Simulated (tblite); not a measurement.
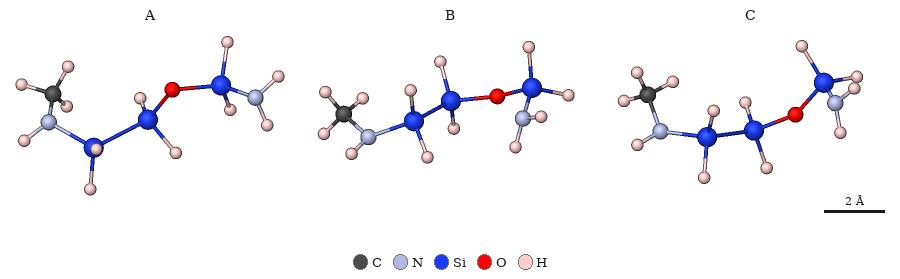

3 geometries from one relaxation of CH₁₂N₂OSi₃, in shuffled order. Style: ball-and-stick. Shown at a tilt.

Computed with GFN2-xTB geometry optimisation, gas phase (tblite). 

> Order the frames from highest to lowest energy.

A, C, B. They are steps 0, 129, 272, at +140.2 kJ/mol, +4.39 kJ/mol relative to the last. The energy falls by 140.2 kJ/mol in 272 geometry steps. The atom that moves furthest after the best rigid fit is an H atom (2.08 Å). By element the largest moves are H 2.08 Å, O 1.78 Å, N 1.30 Å, Si 1.12 Å, C 0.75 Å. Among the contacts that change: Si–Si 2.787 → 3.150 Å, O–Si 1.737 → 1.625 Å, O–Si 1.714 → 1.615 Å, N–Si 1.800 → 1.722 Å. Among the angles between lasting bonds that change: Si–O–Si 107.8° → 152.8°, Si–N–H 106.3° → 118.7°, Si–Si–H 105.9° → 117.5°. Groups turn about O–Si by about 180°, O–Si by about 170°, Si–Si by about 95°.
